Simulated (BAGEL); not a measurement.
# CH5FOSi (SMILES CO[SiH2]F) at HF/STO-3G (density fitting with qzvpp-jkfit)

What is the energy change on altering one bond length of CH5FOSi at HF/STO-3G (density fitting with qzvpp-jkfit)? 

Program for the calculation: BAGEL 1.2.2.

5 further runs of the same task are left out: 5 that didn't finish.

### 1 The molecule

The species is CH5FOSi (9 atoms), meant as a singlet with charge 0. As SMILES, `CO[SiH2]F`. Geometry: relaxed at PBE0-D4/def2-TZVP. This is one conformer, not always the lowest.

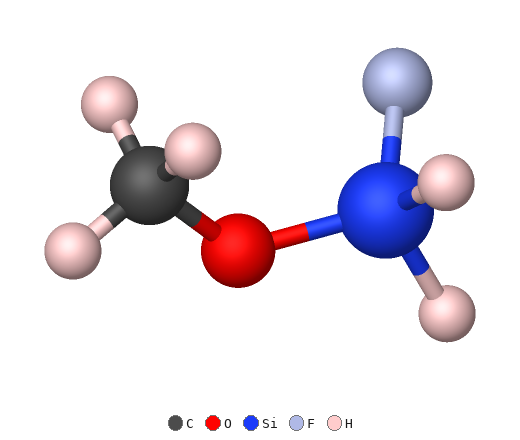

The structure, seen from a chosen angle (carbon dark grey, oxygen red, silicon blue, fluorine light blue, hydrogen pink).

### 2 A single-point energy at HF/STO-3G (density fitting with qzvpp-jkfit)

Input file hf.json:

```json
{ "bagel" : [

{
  "title" : "molecule",
  "basis" : "sto-3g",
  "df_basis" : "qzvpp-jkfit",
  "angstrom" : true,
  "geometry" : [
    { "atom" : "C", "xyz" : [   -0.280200,    1.150700,   -0.688400 ] },
    { "atom" : "O", "xyz" : [   -0.743600,   -0.064200,   -0.138000 ] },
    { "atom" : "Si", "xyz" : [    0.168900,   -1.127700,    0.679900 ] },
    { "atom" : "F", "xyz" : [    1.202000,   -1.865200,   -0.290100 ] },
    { "atom" : "H", "xyz" : [    0.189600,    0.979000,   -1.660800 ] },
    { "atom" : "H", "xyz" : [   -1.135900,    1.813600,   -0.823000 ] },
    { "atom" : "H", "xyz" : [    0.443400,    1.643500,   -0.029000 ] },
    { "atom" : "H", "xyz" : [   -0.748200,   -2.141700,    1.231900 ] },
    { "atom" : "H", "xyz" : [    0.992400,   -0.434200,    1.700300 ] }
  ]
},
{ "title" : "hf" },
{ "title" : "print", "file" : "orbitals.molden", "orbitals" : true }

]}
```

Command:

```console
$ BAGEL_NUM_THREADS=1 BAGEL hf.json > hf.out
```

Standard output:

```text
* using 1 threads per process

  ===============================================================
  ===============================================================

  *** Geometry ***

  { "atom" : "C", "xyz" : [     -0.529501,      2.174508,     -1.300887 ] },
  { "atom" : "O", "xyz" : [     -1.405200,     -0.121320,     -0.260782 ] },
  { "atom" : "Si", "xyz" : [      0.319175,     -2.131044,      1.284825 ] },
  { "atom" : "F", "xyz" : [      2.271451,     -3.524717,     -0.548210 ] },
  { "atom" : "H", "xyz" : [      0.358292,      1.850042,     -3.138457 ] },
  { "atom" : "H", "xyz" : [     -2.146540,      3.427207,     -1.555245 ] },
  { "atom" : "H", "xyz" : [      0.837905,      3.105765,     -0.054802 ] },
  { "atom" : "H", "xyz" : [     -1.413893,     -4.047226,      2.327954 ] },
  { "atom" : "H", "xyz" : [      1.875364,     -0.820519,      3.213101 ] },

  Number of auxiliary basis functions:      447

  Since a DF basis is specified, we compute 2- and 3-index integrals:
    o Being stored without compression. Storage requirement is 0.003 GB

  Number of basis functions:       29
  Number of electrons      :       42

    * METHOD: MOLECULE                             0.15

  *** RHF ***

  === Nuclear Repulsion ===
   182.2719745510

      * DIIS with orbital gradients will be used.

  === RHF iteration (sto-3g) ===
      0       -497.73927360          0.01683764           0.02
      1       -497.82332717          0.00375161           0.02
      2       -497.82757242          0.00098675           0.02
      3       -497.82802994          0.00020901           0.02
      4       -497.82805438          0.00004596           0.02
      5       -497.82805560          0.00000419           0.02
      6       -497.82805561          0.00000114           0.02
      7       -497.82805561          0.00000036           0.02
      8       -497.82805561          0.00000008           0.02
      9       -497.82805561          0.00000002           0.02
     10       -497.82805561          0.00000001           0.02
    * SCF iteration converged.

    * Permanent dipole moment:
           (   -0.100623,    -0.283725,    -0.294609) a.u.

    * METHOD: HF                                   0.30

    * METHOD: PRINT                                0.00

  ===============================================================
```

Run time: 0.62 s. Hardware: 1 thread of Arm Neoverse V1, shared host; peak memory 0.083 GiB.

### 3 The distorted shape at the same level

Input file hf.json:

```json
{ "bagel": [

{
  "title": "molecule",
  "basis": "sto-3g",
  "df_basis": "qzvpp-jkfit",
  "angstrom": true,
  "geometry": [
    { "atom": "C", "xyz": [   -0.553946,    1.469745,   -0.933766 ] },
    { "atom": "O", "xyz": [   -1.017346,    0.254845,   -0.383366 ] },
    { "atom": "Si", "xyz": [    0.168900,   -1.127700,    0.679900 ] },
    { "atom": "F", "xyz": [    1.202000,   -1.865200,   -0.290100 ] },
    { "atom": "H", "xyz": [   -0.084146,    1.298045,   -1.906166 ] },
    { "atom": "H", "xyz": [   -1.409646,    2.132645,   -1.068366 ] },
    { "atom": "H", "xyz": [    0.169654,    1.962545,   -0.274366 ] },
    { "atom": "H", "xyz": [   -0.748200,   -2.141700,    1.231900 ] },
    { "atom": "H", "xyz": [    0.992400,   -0.434200,    1.700300 ] }
  ]
},
{
  "title": "hf",
  "charge": 0
},
{
  "title": "print",
  "file": "orbitals.molden",
  "orbitals": true
}

]}
```

Command:

```console
$ BAGEL_NUM_THREADS=1 BAGEL hf.json > hf.out
```

Standard output:

```text
* using 1 threads per process

  ===============================================================
  ===============================================================

  *** Geometry ***

  { "atom" : "C", "xyz" : [     -1.046806,      2.777416,     -1.764562 ] },
  { "atom" : "O", "xyz" : [     -1.922505,      0.481587,     -0.724457 ] },
  { "atom" : "Si", "xyz" : [      0.319175,     -2.131044,      1.284825 ] },
  { "atom" : "F", "xyz" : [      2.271451,     -3.524717,     -0.548210 ] },
  { "atom" : "H", "xyz" : [     -0.159013,      2.452950,     -3.602132 ] },
  { "atom" : "H", "xyz" : [     -2.663845,      4.030115,     -2.018919 ] },
  { "atom" : "H", "xyz" : [      0.320600,      3.708673,     -0.518477 ] },
  { "atom" : "H", "xyz" : [     -1.413893,     -4.047226,      2.327954 ] },
  { "atom" : "H", "xyz" : [      1.875364,     -0.820519,      3.213101 ] },

  Number of auxiliary basis functions:      447

  Since a DF basis is specified, we compute 2- and 3-index integrals:
    o Being stored without compression. Storage requirement is 0.003 GB

  Number of basis functions:       29
  Number of electrons      :       42

    * METHOD: MOLECULE                             0.15

  *** RHF ***

  === Nuclear Repulsion ===
   166.6258571022

      * DIIS with orbital gradients will be used.

  === RHF iteration (sto-3g) ===
      0       -497.59164981          0.02247659           0.02
      1       -497.72960562          0.00840858           0.02
      2       -497.74707612          0.00136379           0.02
      3       -497.74800162          0.00034707           0.02
      4       -497.74806802          0.00007708           0.02
      5       -497.74807195          0.00001506           0.02
      6       -497.74807211          0.00000649           0.02
      7       -497.74807216          0.00000211           0.02
      8       -497.74807216          0.00000096           0.02
      9       -497.74807216          0.00000034           0.02
     10       -497.74807216          0.00000011           0.02
     11       -497.74807216          0.00000004           0.02
     12       -497.74807216          0.00000001           0.02
    * SCF iteration converged.

    * Permanent dipole moment:
           (   -0.267904,    -0.000584,    -0.488552) a.u.

    * METHOD: HF                                   0.34

    * METHOD: PRINT                                0.00

  ===============================================================
```

Wall time 0.66 s (1 thread of Arm Neoverse V1, shared host); peak memory 0.083 GiB.

### 4 What came out

Level: HF/STO-3G (density fitting with qzvpp-jkfit).

| quantity | value |
| --- | --- |
| first shape: total energy | -497.82806 Eh |
| first shape: dipole moment | 1.07 D |
| first shape: HOMO energy | -9.12 eV |
| first shape: LUMO energy | 12.80 eV |
| first shape: HOMO–LUMO gap | 21.92 eV |
| distorted shape: total energy | -497.74807 Eh |
| distorted shape: dipole moment | 1.42 D |
| distorted shape: HOMO energy | -7.63 eV |
| distorted shape: LUMO energy | 7.58 eV |
| distorted shape: HOMO–LUMO gap | 15.21 eV |
| energy change with the O2–Si3 bond stretched from 1.623 to 2.109 Å | 2.176 eV |

What this shows: With the O2–Si3 bond stretched from 1.623 to 2.109 Å the energy rises by 2.18 eV (50 kcal/mol). The first shape isn't relaxed at this level, so the change isn't measured from a minimum. The minimal basis adds a large error of its own.
